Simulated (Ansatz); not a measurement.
**ZrO2 (zirconia): r2SCAN/def2-TZVP (core potential)**

What is the vertical singlet–triplet gap of ZrO2 (zirconia) at r2SCAN/def2-TZVP (core potential)? 

Program for the calculation: Ansatz 0.2.0.

2 further runs of the same task are left out: 2 set aside as unsound or not needed.

### 1 The system as given

ZrO2: 3 atoms, total charge 0, spin state singlet. SMILES: `[O]=[Zr]=[O]`. The shape is that of a PBE0-D4/def2-TZVP optimisation.

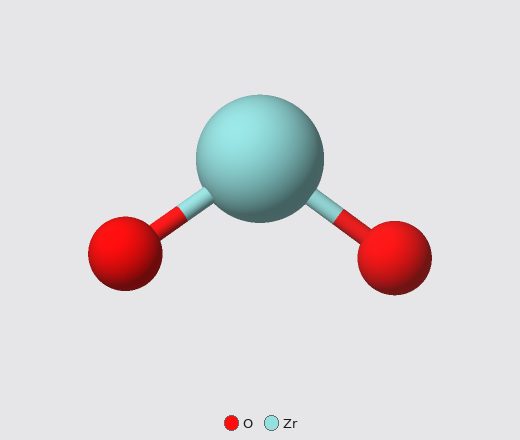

Viewed from a chosen angle; oxygen red, zirconium light teal.

### 2 The energy at r2SCAN/def2-TZVP (core potential)

Input file run.yaml:

```yaml
basis:
  gaussian:
    orbitals: def2-TZVP
crystal:
  periodic: [false, false, false]
  atoms:
    - {symbol: O, position_ang: [0.654500, 1.252500, 0.388400]}
    - {symbol: Zr, position_ang: [0.348500, -0.481700, 0.351800]}
    - {symbol: O, position_ang: [-1.003000, -0.770800, -0.740100]}
hamiltonian:
  xc: {name: r2SCAN}
accuracy: high
output:
  orbitals: {seedname: orbitals}
```

Launch:

```sh
$ ansatz run run.yaml --threads 1 --pin off --max-ram 3480MiB --events-out events.jsonl --progress --plain --runs-dir runs
```

Standard output:

```text
Warning: RAYON_NUM_THREADS=1 ignored (pool sized by the plan → 1); use --threads N
Functional definition: r2SCAN
  name "r2SCAN"
  parameter k0 = 0.174
  parameter k1 = 0.065
  parameter a1 = 4.9479
  exchange = r2scan_x(k0 = k0, k1 = k1, a1 = a1)
  correlation = r2scan_c
1687 factors; integrals over basis functions are off by at most 3.4e-9 eV
mean field evaluation 1: about -5354.0903 eV, gradient 1.1e2 eV
mean field evaluation 2: about -4951.1601 eV, gradient 3.5e2 eV
mean field evaluation 4: about -5374.8995 eV, gradient 2.4e1 eV
mean field evaluation 8: about -5376.1778 eV, gradient 2.0e0 eV
mean field evaluation 16: about -5376.1799 eV, gradient 1.0e-4 eV
mean field -5376.17994205 eV, -197.5709687647 hartree, gradient 8.1e-8 eV, S^2 0.000000; 0 other end points of the search recorded, 0 dependent functions left out
reference -5376.17994351 eV, -197.5709688182 hartree; 14, 14 occupied and 88, 88 virtual orbitals, 1687 factors
Total energy: -5376.17994351 eV, -197.5709688182 hartree
```

Run time: 9.3 s. Hardware: 1 thread of Intel Xeon Platinum 8488C (Sapphire Rapids), shared host; peak memory 0.32 GiB.

### 3 The triplet at the same level

Input file input.yaml:

```yaml
crystal:
  periodic: [false, false, false]
  atoms:
    - symbol: O
      position_ang: [0.654500, 1.252500, 0.388400]
    - symbol: Zr
      position_ang: [0.348500, -0.481700, 0.351800]
    - symbol: O
      position_ang: [-1.003000, -0.770800, -0.740100]
basis:
  gaussian:
    orbitals: def2-TZVP
magnetization:
  spin_polarized: true
  initial_magnetization: 2
hamiltonian:
  xc: r2scan
accuracy: high
output:
  orbitals: {seedname: orbitals}
```

Launch:

```sh
$ ansatz run input.yaml --threads 1 --pin off --max-ram 3480MiB --events-out events.jsonl --progress --plain --runs-dir runs
```

Standard output (excerpt; [...] marks lines left out):

```text
Warning: RAYON_NUM_THREADS=1 ignored (pool sized by the plan → 1); use --threads N
[... 7 set-up lines as earlier in the session ...]
1687 factors; integrals over basis functions are off by at most 3.4e-9 eV
mean field evaluation 1: about -5363.9080 eV, gradient 5.4e1 eV
mean field evaluation 2: about -5141.5092 eV, gradient 2.1e2 eV
mean field evaluation 4: about -5373.7042 eV, gradient 1.0e1 eV
mean field evaluation 8: about -5374.2179 eV, gradient 2.2e-1 eV
mean field evaluation 16: about -5374.2151 eV, gradient 7.4e-4 eV
mean field evaluation 32: about -5374.2151 eV, gradient 5.1e-8 eV
mean field evaluation 64: about -5373.9840 eV, gradient 1.4e0 eV
mean field -5374.21506849 eV, -197.4987609932 hartree, gradient 5.0e-8 eV, S^2 2.017773; 4 other end points of the search recorded, 0 dependent functions left out
reference -5374.21508059 eV, -197.4987614380 hartree; 15, 13 occupied and 87, 89 virtual orbitals, 1687 factors
Total energy: -5374.21508059 eV, -197.4987614380 hartree
```

It took 31 s on 1 thread of Intel Xeon Platinum 8488C (Sapphire Rapids), shared host; peak memory 0.51 GiB.

### 4 Outcome

Level: r2SCAN/def2-TZVP (core potential).

```
                                        quantity          value
                           singlet: total energy  -197.57097 Eh
                            singlet: HOMO energy       -5.52 eV
                            singlet: LUMO energy       -3.10 eV
                          singlet: HOMO–LUMO gap        2.42 eV
                           triplet: total energy  -197.49876 Eh
     triplet: HOMO energy (highest over α and β)       -4.57 eV
                                   triplet: ⟨S²⟩          2.018
vertical energy of the triplet above the singlet       1.965 eV
```

**Reading.** At this shape the triplet lies 1.96 eV (190 kJ/mol) above the singlet.
